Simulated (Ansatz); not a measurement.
**(H3Sn)2O (Sn2H6O): structure and electronic state**

Aim: characterise (H3Sn)2O (Sn2H6O) as a singlet: its structure, frontier levels and distribution of charge.

Program: Ansatz 0.2.0, Gaussian basis. Level of theory: RKS PBE0-D4/def2-TZVP. These are calculated values, not measurements.

The runs, in order: relaxation at PBE0-D4/def2-SVP; a search for the lowest solution at PBE0-D4/def2-SVP; a single point at PBE0-D4/def2-TZVP.

2 further runs of the same task are left out: 2 set aside as unsound or not needed. Runs told in other sessions of the task aren't counted.

**1. The system as given**

9 atoms, charge 0, spin multiplicity 1.

Atoms are counted from 1 here; the program's logs count them from 0.

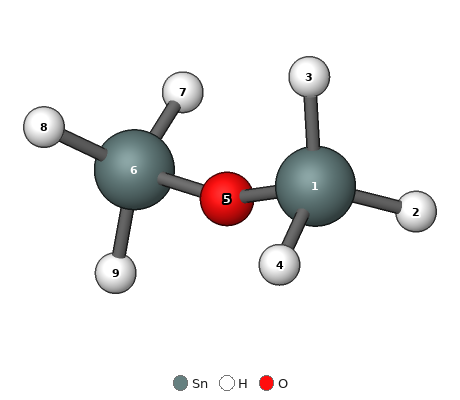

Start geometry, drawn with tin teal, hydrogen white, oxygen red; atoms are numbered from 1 in the order of the file.

Geometry (Å):

```
atom    x (Å)    y (Å)    z (Å)
 Sn1  -0.2462   1.7963   0.4996
  H2  -1.7409   2.2542  -0.0444
  H3  -0.1720   1.5961   2.1490
  H4   1.0108   2.6745  -0.1220
  O5   0.0038   0.0834  -0.2971
 Sn6   0.2460  -1.7948  -0.5035
  H7  -1.1072  -2.5069   0.1433
  H8   1.6382  -2.1723   0.3202
  H9   0.3675  -1.9304  -2.1451
```

Sn takes a core potential in the def2 sets. No spin-orbit coupling is included.

The start is a GFN2-xTB geometry.

**2. Optimising with PBE0-D4/def2-SVP**

Input file in.yaml:

```yaml
crystal:
  periodic: [false, false, false]
  atoms:
    - {symbol: Sn, position_ang: [-0.246190, 1.796310, 0.499620]}
    - {symbol: H, position_ang: [-1.740890, 2.254180, -0.044440]}
    - {symbol: H, position_ang: [-0.171990, 1.596070, 2.149020]}
    - {symbol: H, position_ang: [1.010810, 2.674460, -0.122030]}
    - {symbol: O, position_ang: [0.003760, 0.083450, -0.297070]}
    - {symbol: Sn, position_ang: [0.246000, -1.794830, -0.503540]}
    - {symbol: H, position_ang: [-1.107230, -2.506910, 0.143290]}
    - {symbol: H, position_ang: [1.638190, -2.172280, 0.320230]}
    - {symbol: H, position_ang: [0.367520, -1.930450, -2.145080]}
basis:
  gaussian: {orbitals: def2-SVP}
hamiltonian: {xc: pbe0, dispersion: d4}
scf: {omitted_lower_state_checks: [starts]}
output: {orbitals: {seedname: orbitals}}
relax: {f_tol: 0.02, max_steps: 100}
```

Command:

```sh
ansatz run in.yaml --threads 4 --pin off --events-out ev --progress --plain --max-ram 3916MiB
```

The runs that follow: Searching for the lowest solution, PBE0-D4/def2-SVP; Single point, PBE0-D4/def2-TZVP.

**Question.** What will the summary of the whole plan be? Wanted: point group; commonest bond, hydrogen aside; HOMO, LUMO at PBE0-D4/def2-TZVP; dipole at PBE0-D4/def2-SVP.

The runs gave:

```
                       quantity                           value
                    point group                              C1
 commonest bond, hydrogen aside  O–Sn, 2 of mean length 1.977 Å
HOMO, LUMO at PBE0-D4/def2-TZVP                 -7.80, -0.99 eV
     dipole at PBE0-D4/def2-SVP                          1.14 D
```

The molecule keeps its bonding pattern by the stored test; the atoms moved 0.33 Å (rms), and the angle Sn1–O5–Sn6 went from 161° to 132°. No usable vibrations, so a minimum isn't proven. The HOMO lies nearest to O5 64 %; H2, H7, H8 about 8 % each and the LUMO to O5 22 %; Sn1, Sn6 about 12 % each. The point group is read from a loosely relaxed geometry; soft torsions can leave it below the true symmetry.
